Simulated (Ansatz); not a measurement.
# How fast states decay through Sc2ZnTe4, part 2 of 2

Wanted: the relaxed cell of Sc2ZnTe4, its band edges and its decay constants. It is built by putting Sc for Al in the Al2ZnTe4 structure of space group I-4, with the volume rescaled by atomic radii. The parent structure comes from the Materials Project.

Ansatz 0.2.0; PBE DFT, plane waves, PAW files (the session's first sound run).

So far. Step 2 (Cell and atoms at rest): The largest force component on a free atom ends at 0.0023 eV/Å.

The structure was built from a prototype and need not be the compound's stable phase.

## (3) Band edges

The energy window and the wavevectors of the next steps follow from the band edges, so these are searched first, off the mesh as well.

input.yaml

```yaml
crystal:
  lattice:
    - [-3.1521240234, 3.1521240234, 6.3453902027]
    - [3.1521240234, -3.1521240234, 6.3453902027]
    - [3.1521240234, 3.1521240234, -6.3453902027]
  atoms:
    - { symbol: Sc, position: [0.25, 0.75, 0.5] }
    - { symbol: Sc, position: [0.5, 0.5, 0.0] }
    - { symbol: Zn, position: [0.0, 0.0, 0.0] }
    - { symbol: Te, position: [0.6422582521, 0.1267352311, 0.0234686499] }
    - { symbol: Te, position: [0.3812103978, 0.3577417479, 0.484476979] }
    - { symbol: Te, position: [0.8732647689, 0.8967334188, 0.515523021] }
    - { symbol: Te, position: [0.1032665812, 0.6187896022, 0.9765313501] }
kpoints:
  mp_grid: { grid: [6, 6, 6] }
  band_path: { path: [VBM, CBM], npoints: 30 }
scf:
  occupations: { method: fixed }
hamiltonian:
  xc: pbe
output:
  eigenvalues: true
  write_potential: true
  write_density: true
  volumetric_format: npy
  elf: true
```

On the command line:

```bash
ansatz run input.yaml --threads 2 --pin off --max-ram 4096MiB --backend cpu --events-out ev --progress --plain --runs-dir out
```

Numbers of over 12 decimals in the logs are rounded to 6 here.

Log:

```text
[...]
Crystal: 7 atoms, lattice volume = 252.188 Å³
Basis set: ecut = 420 eV, 4925 PW (Γ)
Bands: 59, of which v1, the nominal top of the filled ones, is band 49 counted from 1 (48 counted from 0)
Symmetry: 4 space group operations
[...]
k-points: 36 of 216 (time reversal used)
[...]
SCF iter   1: F=—  HF=-35515.969163 eV  |F-HF|=—  |Δ(HF+E_count)|=         —  Δρ=1.93e-3  dr2=9.36e-3  ethr=1.77e-3  ⟨swp⟩=5.2  Hψ=7064  notcnv=0  defer=208
[...]
SCF iter   8: F=-35515.967913 eV  HF=-35515.967913 eV  |F-HF|=8.00e-8  |Δ(HF+E_count)|=   8.74e-7  Δρ=3.66e-6  dr2=5.61e-8  ethr=1.02e-10  ⟨swp⟩=9.6  Hψ=8630  notcnv=0
SCF 1 converged in 8 iterations: F = -35515.967913 eV  dr2 = 5.61e-8
[...]
NSCF: frozen V_eff on 36 k-points
[...]
SCF converged after 8 iterations
Free energy (F): -35515.967913 eV
[...]
Internal energy: -35515.967913 eV  (E = F + TS)
E sigma→0 (E₀):  -35515.967913 eV
Fermi energy:    5.174344 eV
[...]
--- Band table (eV; the first three rows and the last of 36) ---
  k-point 0: bands = [... 45 lower, 4.2342, 4.7675, 4.8575, 4.8575, 6.6530, 6.7823, 7.3099, 7.3099, ... 6 higher]
  k-point 1: bands = [... 45 lower, 4.2839, 4.5714, 4.8558, 4.9781, 6.7864, 6.9212, 7.2531, 7.3623, ... 6 higher]
  k-point 2: bands = [... 45 lower, 4.3782, 4.6138, 4.8875, 5.1253, 6.9722, 7.1835, 7.3242, 7.4748, ... 6 higher]
  k-point 35: bands = [... 45 lower, 4.2801, 4.6620, 4.9218, 4.9218, 6.4175, 7.1511, 7.2172, 7.2386, ... 6 higher]
```

It took 62 s on 2 threads of Intel Xeon Platinum 8488C (Sapphire Rapids), shared host; peak memory 0.87 GiB.

This step gave:

```yaml
free_energy: -35515.9679 eV
fermi_energy: 5.174 eV
gap_on_the_k_mesh: 1.243 eV
gap_on_path: 1.243 eV, by band count; negative where bands overlap
direct_gap_on_path: 1.496 eV
edge_places_on_path: 0, 0.8613 1/A along the path
```

The electronic bands at the labelled points (eV, zero at the Fermi level (highest filled level under fixed occupations); v1 is the highest filled band, c1 the lowest empty one):

| point | v4 | v3 | v2 | v1 | c1 | c2 | c3 | c4 |
| --- | --- | --- | --- | --- | --- | --- | --- | --- |
| VBM | -0.60 | -0.34 | -0.34 | 0.00 | 1.87 | 2.03 | 2.15 | 2.29 |
| CBM | -0.89 | -0.51 | -0.25 | -0.25 | 1.24 | 1.98 | 2.04 | 2.06 |

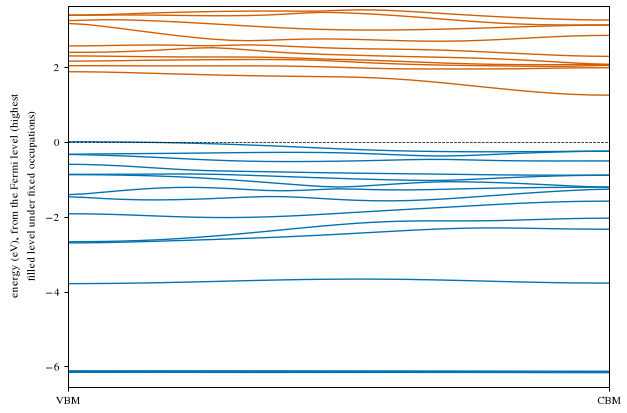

Electronic bands along the path; lines of filled and empty bands in two colours.

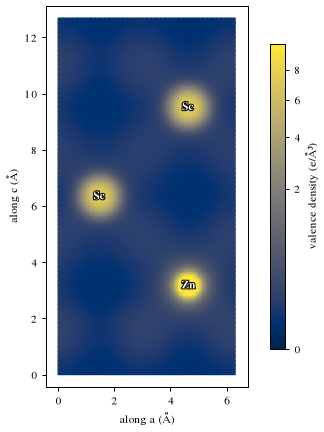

Valence density in the ac plane of the conventional cell at fractional y = 0.000, with atoms of Sc and Zn within 0.2 Å of it. It is the smooth field of the valence electrons, not physical close to the nuclei. The map starts off the cell's origin, so that atoms lie inside it. The colour scale is stretched toward low values.

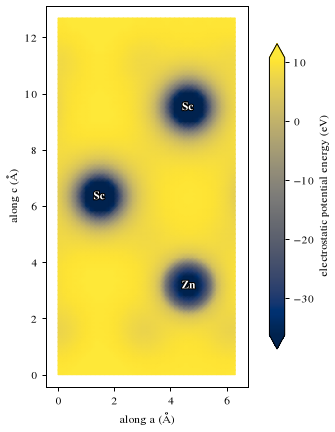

Electrostatic potential energy in the ac plane of the conventional cell at fractional y = 0.000, with atoms of Sc and Zn within 0.2 Å of it. With pseudopotentials it is smooth inside the atoms' cores, unlike the true potential. The map starts off the cell's origin, so that atoms lie inside it.

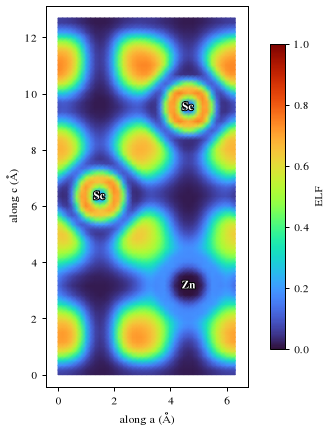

ELF in the ac plane of the conventional cell at fractional y = 0.000, with atoms of Sc and Zn within 0.2 Å of it. It is the smooth field of the valence electrons, not physical close to the nuclei. The map starts off the cell's origin, so that atoms lie inside it.

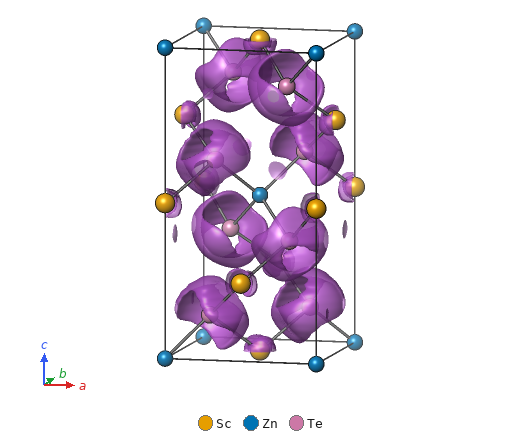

Surface of ELF = 0.7. Bonds to atoms that aren't drawn are left out.

The searched edges give 1.24 eV, as on the mesh.

## (4) Decaying states in the gap

This step: PBE DFT, plane waves, PAW files; complex bands by layer matching along the plane's normal (Ansatz 0.2.0).

The same crystal is laid in a cell whose first two vectors span the (001) plane (indices of the standard conventional cell, whose axes can be ordered otherwise than in the bulk input). At fixed energy and wavevector in the plane the solver finds all kz, real and complex. A few wavevectors are listed, (0, 0) and (-0.5, -0.5) in units of the plane's reciprocal vectors; the slowest state needn't be among them.

input.yaml

```yaml
crystal:
  lattice:
    - [6.304248047, 0.0, 0.0]
    - [0.0, 6.304248047, 0.0]
    - [3.152124023, 3.152124023, 6.345390203]
  atoms:
    - { symbol: Sc, position: [0.25, 0.75, 0.5] }
    - { symbol: Sc, position: [0.5, 0.5, 0.0] }
    - { symbol: Zn, position: [0.0, 0.0, 0.0] }
    - { symbol: Te, position: [0.3812103978, 0.8967334188, 0.7455248333] }
    - { symbol: Te, position: [0.1032665812, 0.1267352311, 0.2544751667] }
    - { symbol: Te, position: [0.6422582521, 0.6187896022, 0.2544751667] }
    - { symbol: Te, position: [0.8732647689, 0.3577417479, 0.7455248333] }
kpoints:
  mp_grid: { grid: [4, 4, 4] }
scf:
  occupations: { method: fixed }
hamiltonian:
  xc: pbe
output:
  eigenvalues: true
  transmission:
    leads: [[0, 0]]
    kpoints: [[0.0, 0.0], [-0.5, -0.5]]
    e_range: [-1.0, 2.24]
    de: 0.08
```

Log:

```text
[...]
Crystal: 7 atoms, lattice volume = 252.188 Å³
Basis set: ecut = 420 eV, 4925 PW (Γ)
Bands: 59, of which v1, the nominal top of the filled ones, is band 49 counted from 1 (48 counted from 0)
Symmetry: 4 space group operations
[...]
k-points: 14 of 64 (time reversal used)
[...]
SCF iter   1: F=—  HF=-35515.969150 eV  |F-HF|=—  |Δ(HF+E_count)|=         —  Δρ=1.93e-3  dr2=9.36e-3  ethr=1.77e-3  ⟨swp⟩=5.3  Hψ=2759  notcnv=0  defer=82
[...]
SCF iter   8: F=-35515.967798 eV  HF=-35515.967798 eV  |F-HF|=7.80e-8  |Δ(HF+E_count)|=   8.62e-7  Δρ=3.66e-6  dr2=5.54e-8  ethr=1.02e-10  ⟨swp⟩=10.1  Hψ=3413  notcnv=0
SCF 1 converged in 8 iterations: F = -35515.967798 eV  dr2 = 5.54e-8
[...]
transmission: 10 of 20 steps passed
transmission: 20 of 20 steps passed
SCF converged after 8 iterations
Free energy (F): -35515.967798 eV
[...]
Internal energy: -35515.967798 eV  (E = F + TS)
E sigma→0 (E₀):  -35515.967798 eV
Fermi energy:    5.174364 eV
[...]
--- Band table (eV; the first three rows and the last of 14) ---
  k-point 0: bands = [... 45 lower, 4.2342, 4.7675, 4.8575, 4.8575, 6.6530, 6.7822, 7.3098, 7.3098, ... 6 higher]
  k-point 1: bands = [... 45 lower, 4.2534, 4.5275, 4.8832, 4.8832, 6.5135, 7.1321, 7.2994, 7.2994, ... 6 higher]
  k-point 2: bands = [... 45 lower, 4.2801, 4.6620, 4.9218, 4.9218, 6.4175, 7.1511, 7.2172, 7.2386, ... 6 higher]
  k-point 13: bands = [... 45 lower, 4.4811, 4.7715, 4.8111, 5.1605, 6.9325, 7.1864, 7.4137, 7.5473, ... 6 higher]
--- Transmission ---
  basis      : 349 plane waves across, 10 finite elements along
  points     : 2, as listed
  energies   : 41 from -1.000000 to 2.200000 eV about the Fermi level, 0.080000 eV apart; the leads are filled to 0.621572 eV, and channels, transmission and decay are at 0.600000 eV
  crystal 0  : Te4Sc2Zn1, at the sites [0, 0], period 6.3454 Å: whole cells are its period
    offset         : up to 0.0000 Å between an atom of the period and one for which it stands
    channels       : 0.000000e0 a spin
    conductance    : none, the energies end too early or step too widely for 300 K: set another output.transmission.e_range or a lower de, or, where they end at an eighth of basis.ecutwfc, a higher one
    slowest decay  : 0.2825 /Å at (0.0000, 0.0000)
```

Elapsed: 1.7 min, on 2 threads; peak memory 1.3 GiB; 2.7 min of CPU time.

Numbers from this step:

```yaml
free_energy: -35515.9678 eV
level_to_which_the_leads_are_filled: 0.6216 eV from the Fermi level
decay_constant_at_the_filling_level_zone_centre: 0.2825 Å⁻¹
decay_constant_at_the_filling_level_slowest_listed_point: 0.2825 Å⁻¹
```

K parallel (0, 0); values up to 1.5 1/Å, a degenerate pair printed once or twice; energies at which all values exceed this have no row. Im kz of the slowest decaying states against energy, zero at the highest filled level on the SCF mesh:

| energy (eV) | decay 1 (Å⁻¹) | decay 2 (Å⁻¹) | decay 3 (Å⁻¹) | decay 4 (Å⁻¹) |
| --- | --- | --- | --- | --- |
| -1.000 | 0.0811 | 0.205 | 0.531 | 0.531 |
| -0.520 | 0.262 | 0.517 | 0.580 | 0.839 |
| -0.040 | 0.203 | 0.268 | 0.301 | 0.546 |
| 0.520 | 0.277 | 0.293 | 0.362 | 0.545 |
| 1.000 | 0.222 | 0.307 | 0.315 | 0.354 |
| 1.480 | 0.0112 | 0.265 | 0.309 | 0.313 |
| 1.960 | 0.118 | 0.188 | 0.226 | 0.345 |

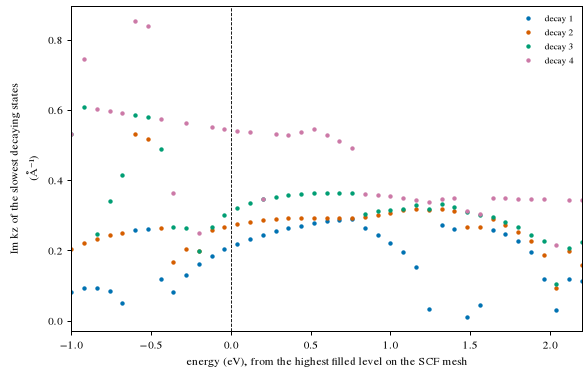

Im kz of the slowest decaying states against energy.

K parallel (-0.5, -0.5); values up to 1.5 1/Å, a degenerate pair printed once or twice; energies at which all values exceed this have no row. The Im kz of the slowest decaying states by energy, zero at the highest filled level on the SCF mesh:

| energy (eV) | decay 1 (Å⁻¹) | decay 2 (Å⁻¹) | decay 3 (Å⁻¹) | decay 4 (Å⁻¹) |
| --- | --- | --- | --- | --- |
| -1.000 | 0.0506 | 0.106 | 0.631 | 0.881 |
| -0.520 | 0.261 | 0.277 | 0.376 | 0.635 |
| -0.040 | 0.191 | 0.259 | 0.610 | 0.617 |
| 0.520 | 0.386 | 0.386 | 0.403 | 0.590 |
| 1.000 | 0.455 | 0.506 | 0.583 | 0.587 |
| 1.480 | 0.258 | 0.484 | 0.567 | 0.575 |
| 1.960 | 0.0892 | 0.216 | 0.481 | 0.487 |

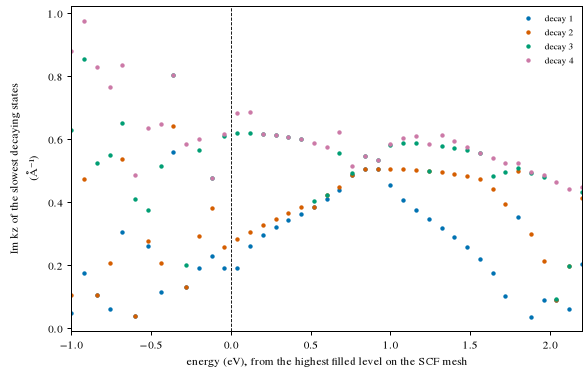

Im kz of the slowest decaying states, plotted against energy.

At the listed wavevectors the last open channel is at -0.28 eV and the next at +1.32 eV on the grid, wider than the gap, since narrow bands can fall between grid energies. At +0.60 eV, the grid energy nearest the filling level (the middle of the gap on the SCF mesh), the slowest state at the listed wavevectors decays with κ = 0.282 Å⁻¹, its amplitude falling by e over 3.5 Å. Through 1 nm of this crystal that state's transmission falls by exp(−2 × 0.282 Å⁻¹ × 10 Å) = 0.0035.

## (5) Decay over the two-dimensional zone

The listed points could miss the slowest state, so one energy near mid-gap is solved on a mesh of 6×6.

Changes to input.yaml since step 4:

```diff
@@ -21,6 +21,2 @@
   eigenvalues: true
-  transmission:
-    leads: [[0, 0]]
-    kpoints: [[0.0, 0.0], [-0.5, -0.5]]
-    e_range: [-1.0, 2.24]
-    de: 0.08
+  transmission: { leads: [[0, 0]], kmesh: [6, 6], e_range: [0.62, 0.63], de: 0.05 }
```

Log:

```text
[...]
Crystal: 7 atoms, lattice volume = 252.188 Å³
Basis set: ecut = 420 eV, 4925 PW (Γ)
Bands: 59, of which v1, the nominal top of the filled ones, is band 49 counted from 1 (48 counted from 0)
Symmetry: 4 space group operations
[...]
k-points: 14 of 64 (time reversal used)
[...]
SCF iter   1: F=—  HF=-35515.969150 eV  |F-HF|=—  |Δ(HF+E_count)|=         —  Δρ=1.93e-3  dr2=9.36e-3  ethr=1.77e-3  ⟨swp⟩=5.3  Hψ=2759  notcnv=0  defer=82
[...]
SCF iter   8: F=-35515.967798 eV  HF=-35515.967798 eV  |F-HF|=7.80e-8  |Δ(HF+E_count)|=   8.62e-7  Δρ=3.66e-6  dr2=5.54e-8  ethr=1.02e-10  ⟨swp⟩=10.1  Hψ=3413  notcnv=0
SCF 1 converged in 8 iterations: F = -35515.967798 eV  dr2 = 5.54e-8
[...]
transmission: 32 of 160 steps passed
transmission: 64 of 160 steps passed
[...]
transmission: 160 of 160 steps passed
SCF converged after 8 iterations
Free energy (F): -35515.967798 eV
[...]
Internal energy: -35515.967798 eV  (E = F + TS)
E sigma→0 (E₀):  -35515.967798 eV
Fermi energy:    5.174364 eV
[...]
--- Band table (eV; the first three rows and the last of 14) ---
  k-point 0: bands = [... 45 lower, 4.2342, 4.7675, 4.8575, 4.8575, 6.6530, 6.7822, 7.3098, 7.3098, ... 6 higher]
  k-point 1: bands = [... 45 lower, 4.2534, 4.5275, 4.8832, 4.8832, 6.5135, 7.1321, 7.2994, 7.2994, ... 6 higher]
  k-point 2: bands = [... 45 lower, 4.2801, 4.6620, 4.9218, 4.9218, 6.4175, 7.1511, 7.2172, 7.2386, ... 6 higher]
  k-point 13: bands = [... 45 lower, 4.4811, 4.7715, 4.8111, 5.1605, 6.9325, 7.1864, 7.4137, 7.5473, ... 6 higher]
--- Transmission ---
  basis      : 349 plane waves across, 8 finite elements along
  points     : 20, standing for a mesh of 6 x 6
  energies   : 1 from 0.620000 to 0.620000 eV about the Fermi level; the leads are filled to 0.621572 eV, and channels, transmission and decay are at 0.620000 eV
  crystal 0  : Te4Sc2Zn1, at the sites [0, 0], period 6.3454 Å: whole cells are its period
[...]
channels       : 0.000000e0 a spin
    conductance    : none, crystal 0 has no channel at the energies, or these end too early or step too widely for 300 K: set another output.transmission.e_range or a lower de, or, where they end at an eighth of basis.ecutwfc, a higher one
    slowest decay  : 0.2838 /Å at (0.0000, 0.0000)
```

Wall time 75 s (2 threads); peak memory 1.6 GiB; 2.5 min of CPU time.

Numbers from this step:

```
least decay constant on the mesh : 0.2838 Å⁻¹
```

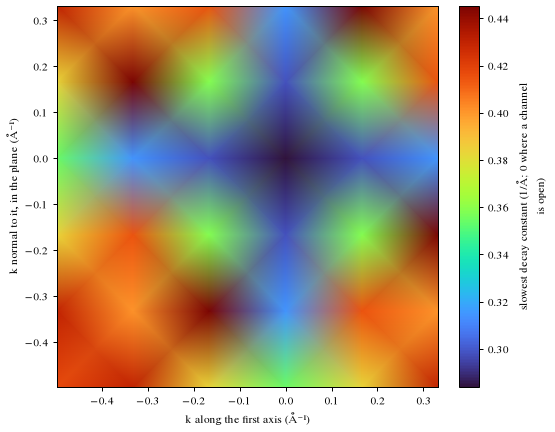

Slowest decay constant (1/Å; 0 where a channel is open) over k1 and k2. At 0.6200 eV from the Fermi level.

The least value on the mesh is 0.284 Å⁻¹ at +0.62 eV. At that energy the listed points give about 0.284 Å⁻¹ by interpolation, so the mesh holds no clearly slower state.

## (6) What came out

| Property | Result |
| --- | --- |
| band gap | 1.24 eV |
| least decay constant at mid-gap, normal to (001) | 0.282 Å⁻¹ |
| least decay constant on a mesh, normal to (001) | 0.284 Å⁻¹ |

**Reading.** With PBE, the slowest decay at the wavevectors tried is κ = 0.282 Å⁻¹, normal to (001). Through such a film the transmission near mid-gap falls as exp(−2κd), a factor of ten every 4.1 Å. A free electron under a barrier of half the gap would need a mass of 0.49 mₑ to decay at this rate. The compound is made up by substitution; its stability against other phases and against distortions of the cell's symmetry was not tested. A semilocal functional narrows gaps, while spin-orbit coupling, left out here, narrows them in compounds of heavy elements, so the error in κ can go either way.

[Logs are printed without paths, hosts, clocks, repeated set-up lines and the standing remarks that a program may print on its own settings, such as how far it seeks lower states.]

[Hosts, paths, dates, database ids (printed as entryN), source tags and the programs' standing remarks are cut or masked in the printed files.]

[New means built here by substitution; the compound itself may be known and measured.]
